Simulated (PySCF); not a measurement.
# C6H6F2O: the cost of one run

Programs: PySCF 2.14.0, with routines of our own; each step states its level. All values are computed. Atoms count from 0.

### Step 1. The starting structure

15 atoms, charge 0, multiplicity 1; geometry from: GFN2-xTB.

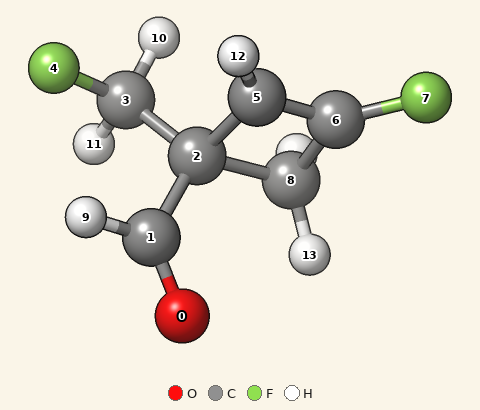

The starting geometry (oxygen red, carbon grey, fluorine green, hydrogen white).

### Step 2. Magnetic properties: GIAO KT3/pcSseg-1

The job: settings as JSON, then the geometry in Å.

```
{"job": {"kind": "mag", "xc": "KT3", "basis": "pcSseg-1", "isotopologues": 0}, "charge": 0, "multiplicity": 1}
O     -0.925360    -1.790007     1.542628
C     -1.085771    -0.676757     1.134158
C     -0.245335    -0.016984     0.067580
C     -1.104956     0.703668    -0.967382
F     -1.913703     1.629250    -0.361831
C      0.858092     0.830060     0.700448
C      1.805101     0.053165     0.191322
F      3.132689     0.065027     0.241969
C      0.895597    -0.902095    -0.516659
H     -1.867060    -0.010061     1.540945
H     -0.478800     1.247896    -1.681884
H     -1.760490     0.001176    -1.493657
H      0.817380     1.704047     1.317880
H      0.899695    -1.921528    -0.135379
H      0.968508    -0.908866    -1.602051
```

Method: GIAO KT3/pcSseg-1 magnetisability, rotational g tensor and spin-rotation constants, non-relativistic, gas phase.

Launch:

```
OMP_NUM_THREADS=1 python excited_run.py task.json out
```

One launch serves the whole session: the jobs run in the order shown.

**Question.** How long does this first job take on 1 thread of Arm Neoverse V2, shared host, and how much memory does it need?

About 42 s, with a peak of 0.63 GiB.
